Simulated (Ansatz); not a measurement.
# BN₂H₅ (SMILES NBN): functionals against CCSD(T) at one geometry

Aim: energy, forces and dipole at a structure displaced at random from a GFN2-xTB minimum, from CCSD(T) and from density functionals.

The runs use Ansatz 0.2.0, Gaussian basis; single points in def2-TZVPP.

Cores are frozen in the correlated methods. B3LYP uses VWN-RPA correlation.

## Step 1: The system as given

8 atoms, charge 0, spin multiplicity 1.

Atoms are counted from 1 here; the program's logs count them from 0.

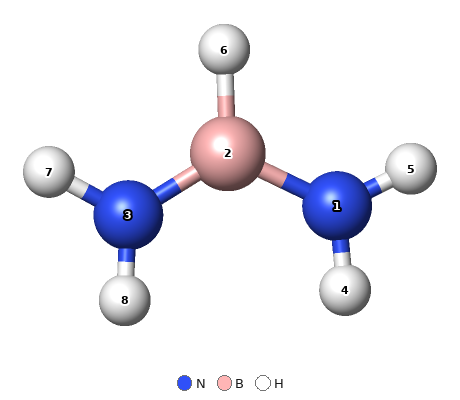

The starting geometry (nitrogen blue, boron pink, hydrogen white); atoms are numbered from 1 in the order of the file.

Coordinates:

```xyz
8

N    -0.9425    0.5299   -0.5894
B     0.2004    0.3572    0.2367
N     0.8163   -0.8491    0.4091
H    -1.3158   -0.2201   -1.0936
H    -1.4328    1.3454   -0.7626
H     0.6190    1.3240    0.8168
H     1.6595   -0.9287    1.0420
H     0.5626   -1.6776   -0.0672
```

## Step 2: CCSD(T)/def2-TZVPP

Contents of run/in.yaml:

```yaml
crystal:
  periodic: [false, false, false]
  atoms:
    - {symbol: N, position_ang: [-0.942500, 0.529900, -0.589400]}
    - {symbol: B, position_ang: [0.200400, 0.357200, 0.236700]}
    - {symbol: N, position_ang: [0.816300, -0.849100, 0.409100]}
    - {symbol: H, position_ang: [-1.315800, -0.220100, -1.093600]}
    - {symbol: H, position_ang: [-1.432800, 1.345400, -0.762600]}
    - {symbol: H, position_ang: [0.619000, 1.324000, 0.816800]}
    - {symbol: H, position_ang: [1.659500, -0.928700, 1.042000]}
    - {symbol: H, position_ang: [0.562600, -1.677600, -0.067200]}
basis:
  gaussian: {orbitals: def2-TZVPP}
correlation: {method: ccsd_t}
output: {forces: true}
```

The command line of these runs was not kept.

## Step 3: PBE0-D4/def2-TZVPP

run/in.yaml: that of step 2 with these lines changed.

```diff
@@ -13,3 +13,3 @@
   gaussian: {orbitals: def2-TZVPP}
-correlation: {method: ccsd_t}
-output: {forces: true}
+hamiltonian: {xc: pbe0, dispersion: d4}
+output: {forces: true, orbitals: {seedname: orbitals}}
```

## Step 4: wB97M-V/def2-TZVPP

run/in.yaml: that of step 3 with these lines changed.

```diff
@@ -13,3 +13,3 @@
   gaussian: {orbitals: def2-TZVPP}
-hamiltonian: {xc: pbe0, dispersion: d4}
-output: {forces: true, orbitals: {seedname: orbitals}}
+hamiltonian: {xc: {name: wB97M-V}}
+output: {forces: true}
```

## Step 5: r2SCAN-D4/def2-TZVPP

run/in.yaml: that of step 4 with these lines changed.

```diff
@@ -13,3 +13,3 @@
   gaussian: {orbitals: def2-TZVPP}
-hamiltonian: {xc: {name: wB97M-V}}
+hamiltonian: {xc: r2scan, dispersion: d4}
 output: {forces: true}
```

## Step 6: PBE-D4/def2-TZVPP

run/in.yaml: that of step 5 with these lines changed.

```diff
@@ -13,3 +13,3 @@
   gaussian: {orbitals: def2-TZVPP}
-hamiltonian: {xc: r2scan, dispersion: d4}
+hamiltonian: {xc: pbe, dispersion: d4}
 output: {forces: true}
```

## Step 7: wB97X-V/def2-TZVPP

run/in.yaml: that of step 6 with these lines changed.

```diff
@@ -13,3 +13,3 @@
   gaussian: {orbitals: def2-TZVPP}
-hamiltonian: {xc: pbe, dispersion: d4}
+hamiltonian: {xc: {name: wB97X-V}}
 output: {forces: true}
```

## Step 8: B3LYP-D4/def2-TZVPP

run/in.yaml: that of step 7 with these lines changed.

```diff
@@ -13,3 +13,3 @@
   gaussian: {orbitals: def2-TZVPP}
-hamiltonian: {xc: {name: wB97X-V}}
+hamiltonian: {xc: {name: B3LYP}, dispersion: d4}
 output: {forces: true}
```

(Steps that only read results are left out.)

Before running it: what results should come out? Wanted: energy less free atoms, CCSD(T)/def2-TZVPP; RMS force component; RMS force error; HOMO and LUMO, PBE0-D4; T1 diagnostic.

**Answer**, as computed:

```
                                  quantity                                                                                            value
energy less free atoms, CCSD(T)/def2-TZVPP                                                                                  -680.3 kcal/mol
                       RMS force component                                                             1.157 to 1.194 eV/Å over the methods
                           RMS force error  PBE0-D4 0.120, wB97M-V 0.063, r2SCAN-D4 0.098, PBE-D4 0.200, wB97X-V 0.052, B3LYP-D4 0.090 eV/Å
                    HOMO and LUMO, PBE0-D4                                                                                -6.89 and 1.05 eV
                             T1 diagnostic                                                                                            0.010
```

**Reading.** Against CCSD(T) the functionals' energies less atoms differ by -38.4 to -21.3 kcal/mol, PBE-D4 by -38.4 kcal/mol. The reference is not at the basis limit: in triple zeta CCSD(T) underbinds, which counts against methods that bind more; the gaps are no ranking. The forces of wB97X-V come nearest to CCSD(T), those of PBE-D4 are farthest.
